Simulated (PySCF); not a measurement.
## Electronic structure of C$_{6}$H$_{8}$N (doublet) in real space

```json
{"atom": "C", "x (Å)": "3.1026", "y (Å)": "-0.8394", "z (Å)": "0.5217"}
{"atom": "C", "x (Å)": "1.8485", "y (Å)": "-0.5025", "z (Å)": "0.1573"}
{"atom": "C", "x (Å)": "0.7201", "y (Å)": "-0.2147", "z (Å)": "-0.2199"}
{"atom": "C", "x (Å)": "-0.6341", "y (Å)": "0.1934", "z (Å)": "-0.5253"}
{"atom": "C", "x (Å)": "-1.6058", "y (Å)": "-0.9907", "z (Å)": "-0.5039"}
{"atom": "C", "x (Å)": "-0.9851", "y (Å)": "1.2058", "z (Å)": "0.5357"}
{"atom": "N", "x (Å)": "-1.1004", "y (Å)": "2.4159", "z (Å)": "0.2331"}
{"atom": "H", "x (Å)": "3.9453", "y (Å)": "-0.2635", "z (Å)": "0.1843"}
{"atom": "H", "x (Å)": "3.2813", "y (Å)": "-1.6840", "z (Å)": "1.1628"}
{"atom": "H", "x (Å)": "-0.6583", "y (Å)": "0.6947", "z (Å)": "-1.4988"}
{"atom": "H", "x (Å)": "-1.5986", "y (Å)": "-1.4728", "z (Å)": "0.4719"}
{"atom": "H", "x (Å)": "-2.6150", "y (Å)": "-0.6464", "z (Å)": "-0.7190"}
{"atom": "H", "x (Å)": "-1.3172", "y (Å)": "-1.7238", "z (Å)": "-1.2534"}
{"atom": "H", "x (Å)": "-1.0825", "y (Å)": "0.7844", "z (Å)": "1.5460"}
{"atom": "H", "x (Å)": "-1.3054", "y (Å)": "3.0516", "z (Å)": "1.0006"}
```

Geometry: GFN2-xTB.

Theory: UKS B3LYP, pcH-1 on C H N, non-relativistic, mean-field spin-orbit, GIAO (PySCF).

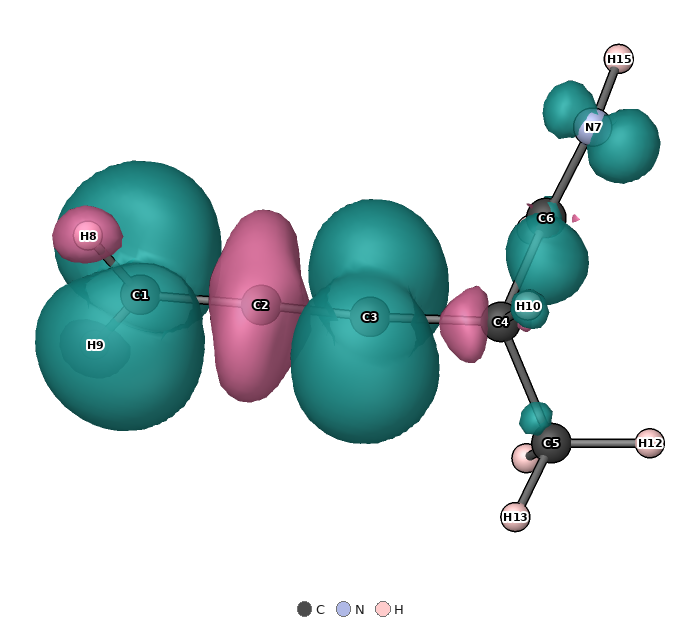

Figure 1. Isosurfaces of the spin density at +0.015 (teal) and −0.015 e/Å³ (pink), seen across its widest extent.

Q: Describe the spin distribution.

A: The unpaired spin (1 electron) lies mostly on C1 (about 0.5) and C3 (about 0.3), in electrons by Hirshfeld's partition.

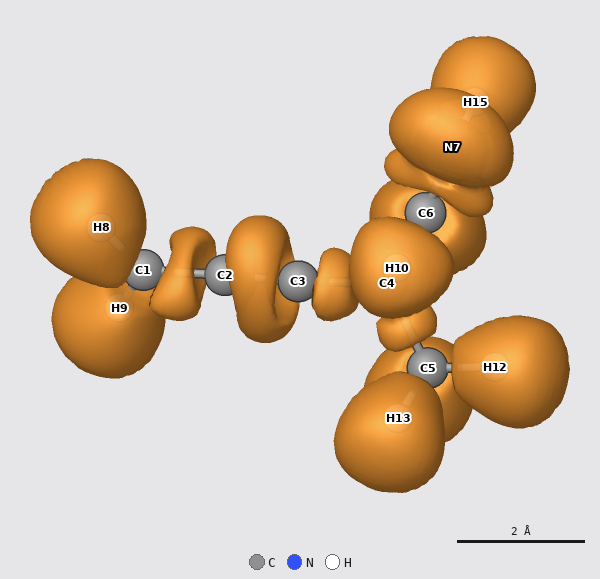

Figure 2. Isosurface of the electron localisation function at 0.75 (orange), seen across its widest extent. Only the valence region is drawn (cores and ρ < 0.01 e/Å³ removed).

Q: Identify the bonds, lone pairs and shells in this picture.

A: The surface consists of five regions between bonded C–C atoms (shared pairs), seven regions around hydrogen nuclei and one joined region spread over several atoms (H, N), in which their bonds and any lone pairs are merged. Along the contacts the grid gives the following. C–C (1.22 Å): the ELF peaks at about 0.90 between the atoms (a short, multiple covalent bond). C–N (1.25 Å): the ELF peaks at about 0.90 between the atoms (a multiple bond).

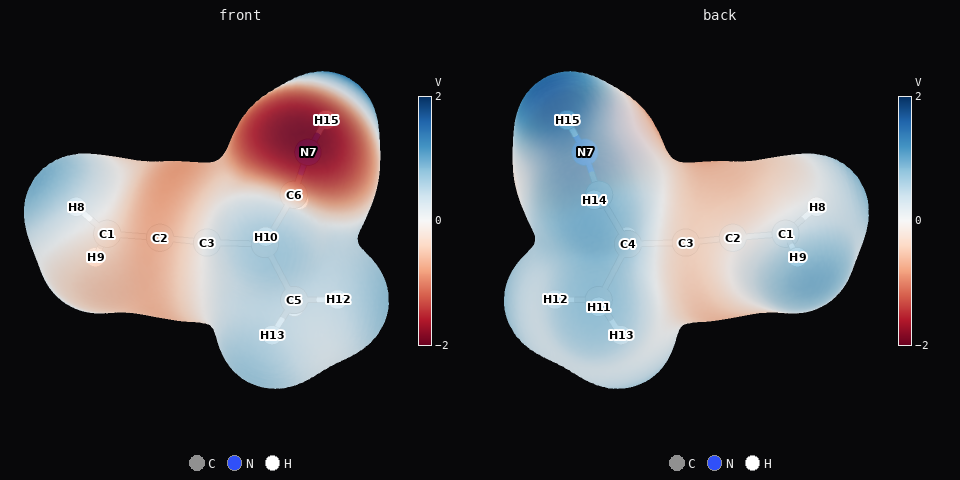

Figure 3. The molecular electrostatic potential painted on the density surface at 0.002 e/bohr³, seen from the front and from behind; red is negative and blue positive.

Q: Which sites attract a positive test charge, and which a negative one?

A: A positive charge is drawn to the negative regions and a negative charge to the positive ones. The most negative region (about −1.8 V) lies over N7, the most positive (about +1.5 V) over H15. N7 is the likeliest acceptor of a hydrogen bond.
